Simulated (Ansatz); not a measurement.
## Electronic structure of C3H4AlF (SMILES C=[C]1[AlH][CH]1F) in real space

The calculation's input:

```
crystal:
  periodic: [false, false, false]
  atoms:
    - {symbol: C, position_ang: [0.616210, 0.856988, 1.130275]}
    - {symbol: C, position_ang: [0.418581, -0.182119, 0.314771]}
    - {symbol: Al, position_ang: [-1.073008, -1.268302, -0.078856]}
    - {symbol: C, position_ang: [0.164999, -0.186567, -1.152641]}
    - {symbol: F, position_ang: [0.056198, 1.016045, -1.817832]}
    - {symbol: H, position_ang: [0.585443, 0.739739, 2.208465]}
    - {symbol: H, position_ang: [0.827535, 1.856123, 0.752398]}
    - {symbol: H, position_ang: [-2.382299, -2.051617, 0.314940]}
    - {symbol: H, position_ang: [0.874941, -0.826391, -1.688719]}
basis:
  gaussian: {orbitals: def2-TZVPP}
hamiltonian: {xc: pbe0, dispersion: d4}
output: {orbitals: {seedname: orbitals}}
```

Run with:

```sh
ansatz run in.yaml --threads 2 --pin off --events-out ev --progress --plain --max-ram 4352MiB
```

Geometry: PBE0-D4/def2-TZVP.

These are results of RKS PBE0-D4/def2-TZVPP (Ansatz 0.2.0), not measurements.

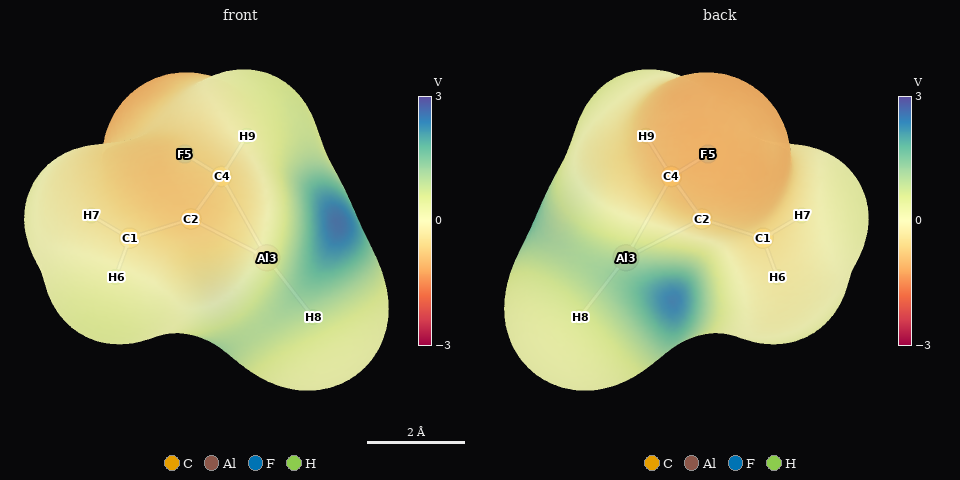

Figure 1. The molecular electrostatic potential painted on the density surface at 0.001 e/bohr³, seen from the front and from behind; red is negative and blue positive.

> Where is the surface potential most negative and most positive?

The most negative region (about −1.1 V, or −25 kcal/mol for a unit charge) lies over F5, the most positive (about +2.5 V, or +58 kcal/mol for a unit charge) over Al3.

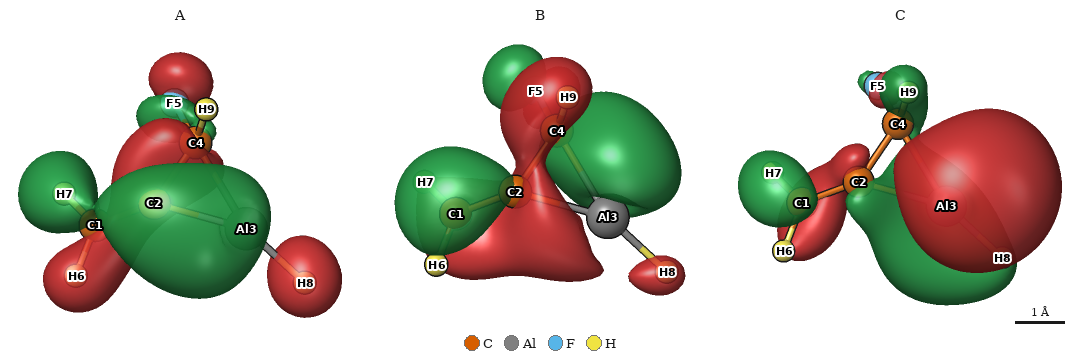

Figure 2. Three frontier orbitals at ±0.08 Å⁻³ᐟ² (green and red are the two phases), in no order.

> Which picture is the HOMO−1, the HOMO and the LUMO?

A is the HOMO−1 (−7.27 eV). It lies mainly on C2 (about 40 %), Al3 (about 20 %), C1 (about 10 %), C4 (about 10 %) and F5 (about 5 %). B is the HOMO (−6.43 eV). Its weight (Hirshfeld) is mainly on C4 (about 30 %), Al3 (about 20 %), C1 (about 20 %), C2 (about 15 %) and F5 (about 10 %). C is the LUMO (−1.79 eV). It lies mainly on Al3 (about 70 %), C1 (about 10 %) and C2 (about 5 %).

> What is the HOMO–LUMO gap?

4.64 eV between the orbital energies.

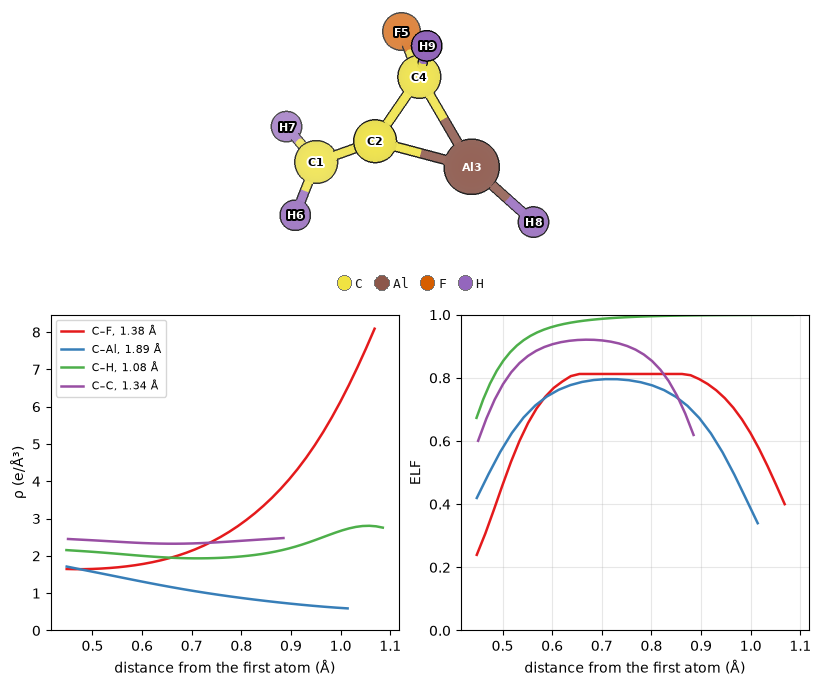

Figure 3. Total electron density and ELF along straight lines between neighbouring atoms. The curves leave out the atomic cores. The structure is drawn too.

> What can be read from the curves?

C–F (1.38 Å): ρ at the midpoint is about 2.1 e/Å³, with its minimum of 1.6 e/Å³ about 0.5 Å from C; the ELF peaks at about 0.80 between the atoms (a shared but strongly polarised pair).
C–Al (1.89 Å): ρ is about 0.66 e/Å³ halfway; the ELF peaks at about 0.80 in the valence shell of C, 0.7 Å from its nucleus, and is about 0.55 at the midpoint.
C–H (1.08 Å): ρ at the midpoint is about 2.1 e/Å³; the ELF climbs to about 1 towards the hydrogen, as it does in any bond to H; a covalent bond by its length.
C–C (1.34 Å): ρ at the midpoint is about 2.3 e/Å³; the ELF peaks at about 0.90 between the atoms; a multiple bond.
